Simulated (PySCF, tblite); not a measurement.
**C4H10BO2P: geometry, infrared bands and NMR shifts**

What infrared bands and NMR shifts should C4H10BO2P (`C=CCCOB(O)P`) show?

The runs use tblite 0.8.0 and PySCF 2.14.0, with density-fitted response routines of our own; the level of theory stands in each step. All values are computed, except where a source is named. Atoms count from 0, in the outputs and in this text.

## (1) Starting geometry

18 atoms, charge 0, multiplicity 1; geometry from: force field or distance geometry start.

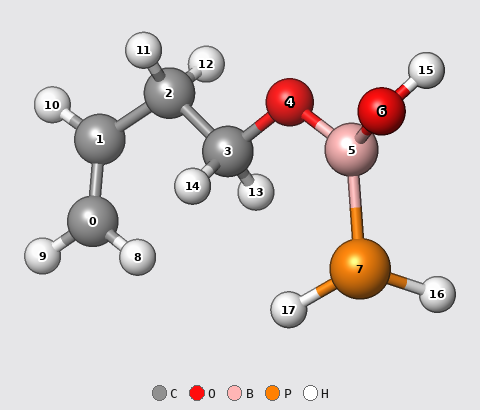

As it starts; carbon grey, oxygen red, boron pink, phosphorus orange, hydrogen white, atoms numbered; sticks join atoms by distance.

## (2) Optimising the geometry with GFN2-xTB

What the job is given:

```
{"job": {"kind": "relax", "xc": "GFN2-xTB", "basis": "xTB"}, "charge": 0, "multiplicity": 1}
C      2.496900     0.974800    -0.632900
C      2.530800    -0.356800    -0.558900
C      1.286500    -1.154900    -0.321200
C      0.061000    -0.255000    -0.226400
O     -1.030300    -1.094000    -0.006000
B     -2.298400    -0.372600     0.107800
O     -3.227700    -0.881800     1.107200
P     -2.510400     1.489500    -0.361200
H      1.567700     1.525400    -0.541100
H      3.383700     1.574100    -0.790400
H      3.503300    -0.882800    -0.648900
H      1.391400    -1.682900     0.625400
H      1.122800    -1.799800    -1.194200
H     -0.061500     0.230800    -1.206400
H      0.203000     0.476200     0.604900
H     -3.742900    -1.657700     0.725900
H     -3.381800     1.646500    -1.527600
H     -1.302800     2.227300    -0.432400
```

Command:

```sh
OMP_NUM_THREADS=1 python probes_run.py task.json out
```

This one command runs all jobs of the session in turn.

Output:

```text
step      E/eV     max force
  0    -694.14891    3.459
  1    -694.64983    2.156
  2    -694.97649    2.720
  3    -695.16538    1.541
  4    -695.53415    1.517
  5    -695.67048    1.384
  6    -695.74994    0.887
  7    -695.84510    0.944
  8    -695.90482    0.965
  9    -695.97102    0.727
 10    -696.00603    0.502
 11    -696.03362    0.484
 12    -696.04816    0.538
 13    -696.06242    0.363
 14    -696.07222    0.223
 15    -696.07944    0.251
 16    -696.08472    0.228
 17    -696.09099    0.270
 18    -696.09712    0.254
 19    -696.10534    0.264
 20    -696.11366    0.299
 21    -696.12064    0.208
 22    -696.12617    0.183
 23    -696.13163    0.238
 24    -696.13787    0.245
 25    -696.14384    0.225
 26    -696.14834    0.212
 27    -696.15201    0.181
 28    -696.15565    0.198
 29    -696.15953    0.221
 30    -696.16356    0.175
 31    -696.16756    0.161
 32    -696.17188    0.205
 33    -696.17761    0.258
 34    -696.18532    0.349
 35    -696.19375    0.251
 36    -696.20106    0.218
 37    -696.20652    0.226
 38    -696.21023    0.213
 39    -696.21366    0.168
 40    -696.21759    0.178
 41    -696.22252    0.234
 42    -696.22829    0.234
 43    -696.23292    0.154
 44    -696.23582    0.119
 45    -696.23790    0.090
 46    -696.23902    0.075
 47    -696.23978    0.062
 48    -696.24056    0.071
 49    -696.24135    0.071
 50    -696.24210    0.059
 51    -696.24277    0.066
 52    -696.24348    0.057
 53    -696.24442    0.076
 54    -696.24545    0.086
 55    -696.24643    0.076
 56    -696.24740    0.070
 57    -696.24863    0.094
 58    -696.25032    0.136
 59    -696.25259    0.139
 60    -696.25518    0.115
 61    -696.25788    0.156
 62    -696.25697    0.358
 63    -696.26281    0.137
 64    -696.26596    0.118
 65    -696.27209    0.103
 66    -696.27321    0.126
 67    -696.27528    0.071
 68    -696.27639    0.076
 69    -696.27744    0.063
 70    -696.27816    0.121
 71    -696.27895    0.069
 72    -696.27979    0.067
 73    -696.28115    0.061
 74    -696.28187    0.060
 75    -696.28295    0.065
 76    -696.28375    0.062
 77    -696.28433    0.068
 78    -696.28475    0.061
 79    -696.28509    0.047
 80    -696.28540    0.036
 81    -696.28552    0.034
 82    -696.28570    0.022
 83    -696.28580    0.025
 84    -696.28589    0.024
 85    -696.28596    0.022
 86    -696.28603    0.027
 87    -696.28611    0.026
 88    -696.28620    0.021
 89    -696.28629    0.023
 90    -696.28635    0.019
 91    -696.28641    0.017
 92    -696.28647    0.017
 93    -696.28656    0.027
 94    -696.28667    0.030
 95    -696.28675    0.025
 96    -696.28682    0.029
 97    -696.28692    0.030
 98    -696.28709    0.038
 99    -696.28735    0.048
100    -696.28766    0.040
101    -696.28788    0.033
102    -696.28802    0.031
103    -696.28814    0.028
104    -696.28829    0.031
105    -696.28844    0.029
106    -696.28860    0.034
107    -696.28876    0.031
108    -696.28894    0.033
109    -696.28910    0.037
110    -696.28923    0.032
111    -696.28936    0.035
112    -696.28954    0.032
113    -696.28983    0.050
114    -696.29015    0.040
115    -696.29040    0.032
116    -696.29057    0.041
117    -696.29069    0.023
118    -696.29076    0.020
119    -696.29081    0.026
120    -696.29086    0.020
121    -696.29095    0.021
122    -696.29100    0.020
123    -696.29106    0.014
124    -696.29108    0.016
125    -696.29111    0.016
126    -696.29114    0.014
127    -696.29117    0.013
128    -696.29121    0.013
129    -696.29126    0.019
130    -696.29134    0.032
131    -696.29148    0.041
132    -696.29165    0.034
133    -696.29183    0.034
134    -696.29202    0.035
135    -696.29222    0.042
136    -696.29245    0.058
137    -696.29266    0.043
138    -696.29280    0.047
139    -696.29299    0.039
140    -696.29319    0.040
141    -696.29344    0.053
142    -696.29367    0.048
143    -696.29397    0.042
144    -696.29434    0.050
145    -696.29496    0.084
146    -696.29604    0.105
147    -696.29699    0.149
148    -696.29774    0.118
149    -696.29943    0.087
150    -696.30019    0.059
151    -696.30072    0.087
152    -696.30117    0.065
153    -696.30161    0.073
154    -696.30213    0.084
155    -696.30251    0.057
156    -696.30312    0.051
157    -696.30384    0.062
158    -696.30445    0.080
159    -696.30534    0.082
160    -696.30661    0.098
161    -696.30783    0.097
162    -696.30879    0.099
163    -696.29913    0.303
164    -696.31002    0.075
165    -696.31055    0.050
166    -696.31178    0.075
167    -696.31232    0.068
168    -696.31283    0.095
169    -696.31327    0.057
170    -696.31352    0.056
171    -696.31385    0.091
172    -696.31440    0.162
173    -696.31518    0.060
174    -696.31579    0.086
175    -696.31567    0.122
176    -696.31658    0.104
177    -696.31685    0.047
178    -696.31714    0.036
179    -696.31773    0.087
180    -696.31801    0.079
181    -696.31836    0.050
182    -696.31862    0.062
183    -696.31897    0.056
184    -696.31957    0.098
185    -696.31969    0.093
186    -696.32026    0.092
187    -696.32097    0.072
188    -696.32321    0.112
189    -696.32444    0.151
190    -696.32592    0.188
191    -696.32824    0.161
192    -696.32676    0.205
193    -696.32140    0.487
194    -696.33098    0.120
195    -696.33256    0.148
196    -696.33373    0.107
197    -696.33500    0.079
198    -696.33661    0.087
199    -696.33739    0.114
200    -696.33789    0.078
201    -696.33848    0.069
202    -696.33919    0.055
203    -696.33953    0.067
204    -696.33981    0.040
205    -696.34017    0.067
206    -696.34054    0.059
207    -696.34086    0.045
208    -696.34130    0.048
209    -696.34147    0.028
210    -696.34159    0.041
211    -696.34169    0.035
212    -696.34182    0.031
213    -696.34196    0.045
214    -696.34215    0.029
215    -696.34227    0.024
216    -696.34238    0.022
217    -696.34246    0.017
218    -696.34251    0.013
219    -696.34254    0.012
220    -696.34256    0.011
221    -696.34258    0.008
```

It took 1.7 s on 1 thread of Arm Neoverse V1, shared host; peak memory 0.18 GiB.

Step by step: (not every step is listed)

| step | energy from step 0 (eV) | largest force (eV/Å) |
| --- | --- | --- |
| 0 | 0.0000 | 3.4586 |
| 1 | -0.5009 | 2.1563 |
| 2 | -0.8276 | 2.7205 |
| 3 | -1.0165 | 1.5413 |
| 4 | -1.3852 | 1.5171 |
| 5 | -1.5216 | 1.3839 |
| 6 | -1.6010 | 0.8868 |
| 7 | -1.6962 | 0.9443 |
| 8 | -1.7559 | 0.9652 |
| 28 | -2.0067 | 0.1978 |
| 48 | -2.0916 | 0.0705 |
| 68 | -2.1275 | 0.0757 |
| 88 | -2.1373 | 0.0212 |
| 108 | -2.1400 | 0.0329 |
| 128 | -2.1423 | 0.0135 |
| 148 | -2.1488 | 0.1177 |
| 168 | -2.1639 | 0.0950 |
| 188 | -2.1743 | 0.1120 |
| 208 | -2.1924 | 0.0478 |
| 216 | -2.1935 | 0.0224 |
| 217 | -2.1935 | 0.0169 |
| 218 | -2.1936 | 0.0131 |
| 219 | -2.1936 | 0.0118 |
| 220 | -2.1937 | 0.0112 |
| 221 | -2.1937 | 0.0085 |

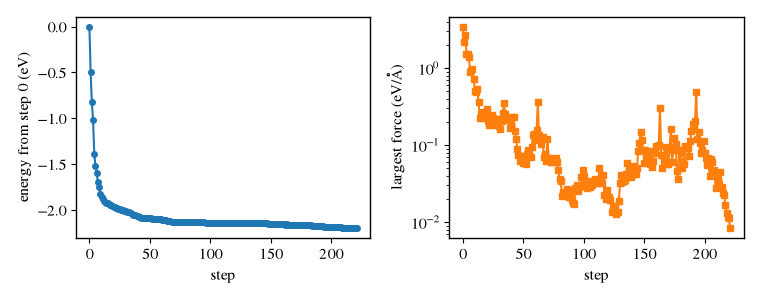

Energy and largest force along the relaxation.

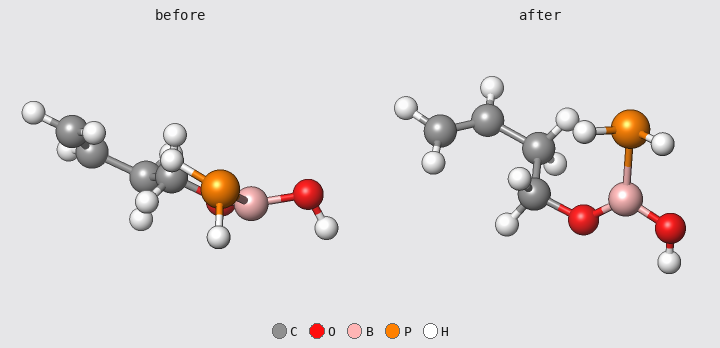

The geometry before (left) and after (right).

Distances of close pairs at the start and the end, largest changes first:

| bond | before (Å) | after (Å) | change (Å) |
| --- | --- | --- | --- |
| O4–B5 | 1.463 | 1.350 | -0.114 |
| B5–O6 | 1.457 | 1.348 | -0.109 |
| P7–H16 | 1.464 | 1.378 | -0.086 |
| O6–H15 | 1.006 | 0.959 | -0.047 |
| P7–H17 | 1.417 | 1.384 | -0.033 |
| C1–H10 | 1.109 | 1.083 | -0.026 |
| C3–O4 | 1.394 | 1.413 | +0.019 |
| C3–H14 | 1.116 | 1.098 | -0.018 |

The end geometry stands in the next job.

## (3) Harmonic vibrations with GFN2-xTB

What the job is given:

```
{"job": {"kind": "ir", "xc": "GFN2-xTB", "basis": "xTB"}, "charge": 0, "multiplicity": 1}
C      2.855807     0.683133    -0.974644
C      2.330915    -0.039785    -0.003173
C      0.937804    -0.579856     0.068987
C      0.047049    -0.225829    -1.119253
O     -1.233954    -0.810140    -1.001348
B     -2.185582    -0.426104    -0.124738
O     -3.353606    -1.098188    -0.116511
P     -2.029235     0.948386     1.221819
H      2.305052     0.967032    -1.854209
H      3.875349     1.025737    -0.926163
H      2.936189    -0.293025     0.858214
H      0.461247    -0.200620     0.982502
H      0.981867    -1.669466     0.163451
H      0.471279    -0.617336    -2.048753
H     -0.049280     0.865012    -1.197702
H     -3.418535    -1.825025    -0.739302
H     -3.347026     1.345485     1.154536
H     -1.594098     1.956907     0.379871
```

Output:

```text
mode    cm-1     km/mol
  1      48.0      1.55
  2      55.8      0.08
  3      95.1      0.71
  4     120.0      0.19
  5     144.7     14.48
  6     186.0      0.78
  7     215.6      0.98
  8     275.5      4.62
  9     327.4      0.38
 10     386.8     16.52
 11     453.7      3.43
 12     513.2      5.90
 13     558.7      3.62
 14     588.8     32.24
 15     615.1    200.18
 16     745.7      9.41
 17     758.1     22.56
 18     800.5      2.89
 19     895.4    129.13
 20     897.6     48.61
 21     965.7      9.89
 22     999.2      2.81
 23    1020.2     12.52
 24    1056.9      5.06
 25    1075.6     74.19
 26    1118.7      6.06
 27    1127.4     57.25
 28    1172.1     43.89
 29    1209.4    133.23
 30    1260.1     94.50
 31    1271.1    362.75
 32    1286.2    140.31
 33    1305.9     27.31
 34    1355.0      5.66
 35    1418.0      1.60
 36    1453.0      3.71
 37    1474.7      3.36
 38    1722.7     20.30
 39    2317.2    118.35
 40    2425.3    125.01
 41    2886.5     31.28
 42    2905.9     35.01
 43    2945.6     38.59
 44    2954.6     27.18
 45    3052.1     33.32
 46    3113.4     16.83
 47    3136.1     49.91
 48    3578.9      7.46
```

Run time: 0.69 s. Hardware: 1 thread of Arm Neoverse V1, shared host; peak memory 0.18 GiB.

Which atoms move in the most intense modes:

| cm⁻¹ | km/mol | atoms |
| --- | --- | --- |
| 615 | 200.2 | H15 71 %, O6 11 % |
| 895 | 129.1 | H15 36 %, C3 13 %, O6 12 % |
| 1209 | 133.2 | B5 21 %, H12 16 %, O4 12 %, H11 12 % |
| 1260 | 94.5 | H13 32 %, H14 24 %, B5 14 %, H12 10 % |
| 1271 | 362.8 | B5 39 %, H14 24 % |
| 1286 | 140.3 | H10 19 %, H13 14 % |
| 2317 | 118.3 | H17 80 %, H16 18 % |
| 2425 | 125.0 | H16 79 %, H17 17 % |

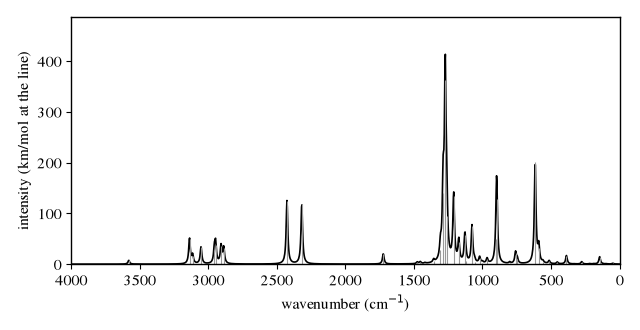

The infrared spectrum from these modes, unscaled. Lines are broadened to a width of 14 cm⁻¹ (Lorentzian).

## (4) Nuclear shieldings: PBE0/pcSseg-1

Same as in step 3 but for these lines:

```diff
@@ -1,2 +1,2 @@
-{"job": {"kind": "ir", "xc": "GFN2-xTB", "basis": "xTB"}, "charge": 0, "multiplicity": 1}
+{"job": {"kind": "nmr", "xc": "PBE0", "basis": "pcSseg-1"}, "charge": 0, "multiplicity": 1}
 C      2.855807     0.683133    -0.974644
```

With the program's defaults for keys left out, this is: GIAO PBE0/pcSseg-1 NMR shielding, non-relativistic, gas phase.

Output:

```text
coarse grid: 15432 points
cycle   1  E = -674.3994801428  dE =  1.005e+00  |g| = 8.269e-01  |ddm| = 3.693e+00
cycle   2  E = -674.2910570254  dE =  1.084e-01  |g| = 1.147e+00  |ddm| = 1.444e+00
cycle   3  E = -674.5265679832  dE = -2.355e-01  |g| = 9.027e-02  |ddm| = 9.126e-01
cycle   4  E = -674.5281992001  dE = -1.631e-03  |g| = 3.264e-02  |ddm| = 1.027e-01
cycle   5  E = -674.5284479140  dE = -2.487e-04  |g| = 8.995e-03  |ddm| = 3.296e-02
cycle   6  E = -674.5284626716  dE = -1.476e-05  |g| = 4.364e-03  |ddm| = 9.643e-03
cycle   7  E = -674.5284668999  dE = -4.228e-06  |g| = 6.421e-04  |ddm| = 3.473e-03
final grid: 144104 points
cycle   8  E = -674.5962015901  dE = -5.209e-05  |g| = 1.090e-02  |ddm| = 3.415e-02
cycle   9  E = -674.5961858374  dE =  1.575e-05  |g| = 1.451e-02  |ddm| = 1.678e-02
cycle  10  E = -674.5962257703  dE = -3.993e-05  |g| = 1.367e-03  |ddm| = 9.811e-03
cycle  11  E = -674.5962261633  dE = -3.930e-07  |g| = 2.570e-04  |ddm| = 1.392e-03
cycle  12  E = -674.5962261737  dE = -1.043e-08  |g| = 1.325e-04  |ddm| = 2.960e-04
cycle  13  E = -674.5962261770  dE = -3.255e-09  |g| = 3.285e-05  |ddm| = 1.069e-04
cycle  14  E = -674.5962261772  dE = -2.165e-10  |g| = 5.413e-06  |ddm| = 2.861e-05
converged SCF energy = -674.5962261772

GIAO shielding tensors (ppm)
atom      isotropic    diamagn.    paramagn.     s11        s22        s33       span
  0 C       68.804     254.765    -185.961    -43.222     78.924    170.710    213.933
  1 C       42.873     255.238    -212.365    -77.486     45.967    160.139    237.626
  2 C      149.383     252.215    -102.832    137.255    141.186    169.708     32.453
  3 C      119.378     248.134    -128.756     91.856    104.088    162.189     70.333
  4 O      186.058     396.548    -210.490     21.308    240.051    296.815    275.507
  5 B       68.058     198.160    -130.102     48.380     66.798     88.994     40.614
  6 O      200.097     383.103    -183.006     95.778    244.252    260.260    164.482
  7 P      606.047     968.861    -362.814    542.876    629.714    645.550    102.674
  8 H       26.781      32.559      -5.777     23.599     25.092     31.653      8.054
  9 H       26.423      27.561      -1.138     24.030     25.349     29.889      5.859
 10 H       25.468      29.841      -4.372     23.364     24.973     28.067      4.703
 11 H       28.844      33.787      -4.943     22.857     29.144     34.532     11.675
 12 H       29.414      32.018      -2.605     25.592     28.864     33.785      8.194
 13 H       27.373      31.588      -4.215     22.187     27.994     31.938      9.751
 14 H       27.538      34.220      -6.682     23.582     27.878     31.154      7.572
 15 H       27.321      31.302      -3.981     21.479     22.635     37.850     16.371
 16 H       30.310      29.993       0.316     24.672     27.232     39.025     14.353
 17 H       30.389      32.077      -1.688     24.873     29.484     36.810     11.936
```

It took 35 s on 1 thread of Arm Neoverse V1, shared host; peak memory 0.85 GiB.

Shifts follow as δ = σ(reference) − σ, with reference shieldings (ppm) from runs at the same level and on the same kind of geometry: ¹H TMS 31.72, ¹³C TMS 186.9, ¹⁷O H2O 336.1, ³¹P H3PO4 318.4, ¹¹B BF3·OEt2 100.1. The references are single molecules in the gas phase, so shifts against H2O, NH3, PH3, H3PO4 or CFCl3 are not on the usual liquid scales and can be off by tens of ppm. Atoms listed in one row are averaged.

| atoms | environment | σ (ppm) | δ (ppm) | δ scaled to CDCl3 |
| --- | --- | --- | --- | --- |
| C1 | alkene CH | 42.9 | 144.1 | 138.7 |
| C0 | terminal =CH2 carbon | 68.8 | 118.1 | 113.4 |
| C3 | sp3 CH2 bonded to O | 119.4 | 67.5 | 64.0 |
| C2 | allylic sp3 CH2 | 149.4 | 37.5 | 34.7 |
| H10 | hydrogen on an alkene CH | 25.47 | 6.25 | 6.00 |
| H9 | hydrogen on a terminal =CH2 carbon | 26.42 | 5.29 | 5.10 |
| H8 | hydrogen on a terminal =CH2 carbon | 26.78 | 4.94 | 4.76 |
| H15 | hydrogen on an oxygen bonded to B | 27.32 | 4.40 | – |
| H13, H14 | hydrogen on an sp3 CH2 bonded to O | 27.46 | 4.26 | 4.12 |
| H11, H12 | hydrogen on an allylic sp3 CH2 | 29.13 | 2.59 | 2.55 |
| H16, H17 | hydrogen on a phosphorus bonded to B | 30.35 | 1.37 | – |
| O4 | oxygen bonded to C, B | 186.1 | 150.0 | – |
| O6 | oxygen bonded to B, H | 200.1 | 136.0 | – |
| B5 | boron bonded to 2 O, P | 68.1 | 32.0 | – |
| P7 | phosphorus bonded to B, 2 H | 606.0 | -287.7 | – |

The scaled column applies a straight-line fit of computed shieldings to shifts measured in CDCl3 (root-mean-square error 0.16 ppm for H, 1.9 ppm for C).

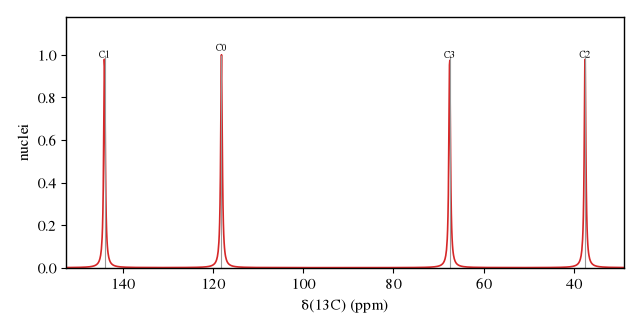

¹³C lines at the computed shifts, without couplings. Lines are broadened to a width of 0.43 ppm (Lorentzian).

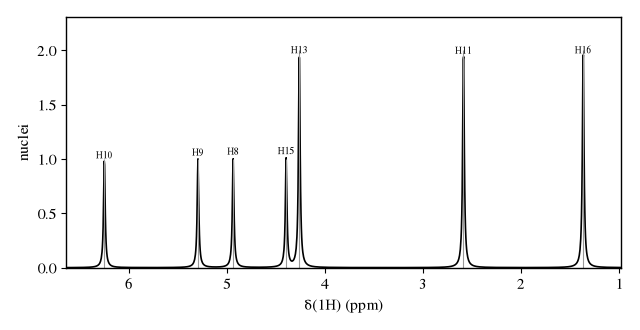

¹H lines at the computed shifts, without couplings. Lines are broadened to a width of 0.02 ppm (Lorentzian).

Charges from the same density, by scheme (e):

| atoms | Mulliken | IAO | Hirshfeld | ESP fit |
| --- | --- | --- | --- | --- |
| C0 | -0.16 | -0.33 | -0.11 | -0.41 |
| C1 | -0.24 | -0.13 | -0.03 | -0.28 |
| C2 | -0.25 | -0.28 | -0.07 | 0.31 |
| C3 | 0.08 | -0.05 | 0.01 | 0.24 |
| O4 | -0.50 | -0.40 | -0.18 | -0.55 |
| B5 | 0.41 | 0.33 | 0.19 | 0.59 |
| O6 | -0.40 | -0.54 | -0.26 | -0.62 |
| P7 | -0.20 | 0.01 | -0.01 | -0.38 |

Hirshfeld charges:

C0 -0.11; C1 -0.03; C2 -0.07; C3 0.01; O4 -0.18; B5 0.19; O6 -0.26; P7 -0.01; H8 0.04; H9 0.05; H10 0.05; H11 0.03; H12 0.05; H13 0.05; H14 0.04; H15 0.18; H16 -0.01; H17 -0.01

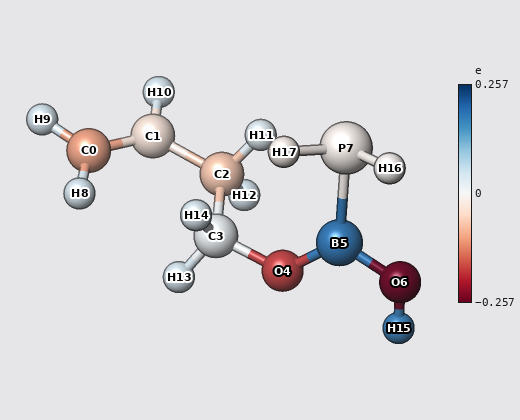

Hirshfeld charges, as colours on the atoms.

Mayer bond orders: C0–C1 1.99, C1–C2 1.05, C2–C3 1.05, C3–O4 0.85, O4–B5 1.17, B5–O6 1.26, B5–P7 1.00.

## (5) Summary of results

| quantity | value |
| --- | --- |
| strongest single infrared mode (GFN2-xTB) | 1271 cm⁻¹, 363 km/mol |
| zero-point energy (GFN2-xTB) | 86.2 kcal/mol |
| ¹³C shifts against TMS (PBE0/pcSseg-1) | 144.1, 118.1, 67.5, 37.5 ppm |
| ¹H shifts against TMS (PBE0/pcSseg-1, means over atoms taken as alike) | 6.25, 5.29, 4.94, 4.40, 4.26, 2.59, 1.37 ppm |
| ¹⁷O shifts against H2O (PBE0/pcSseg-1) | 150.0, 136.0 ppm |
| ¹¹B shifts against BF3·OEt2 (PBE0/pcSseg-1) | 32.0 ppm |
| ³¹P shifts against H3PO4 (PBE0/pcSseg-1) | -287.7 ppm |

Over 221 steps the energy fell by 2.194 eV; of the close pairs, O4–B5 changed most, 1.463 to 1.350 Å. All 48 modes are real, so the xTB geometry is a minimum. The strongest single mode, at 1271 cm⁻¹, is spread over many atoms; the largest shares are those of B5, H14. Unscaled tight-binding wavenumbers are off by several per cent, some by more. Its intensities can rank the bands wrongly. C1 (alkene CH) lies farthest downfield among carbon, at 144.1 ppm; an sp2 carbon of a C=C bond. H10 (hydrogen on an alkene CH) lies farthest downfield among hydrogen, at 6.25 ppm; olefinic region. At PBE0/pcSseg-1: The widest tensor belongs to O4: span 276 ppm, with a paramagnetic part of -210 ppm.
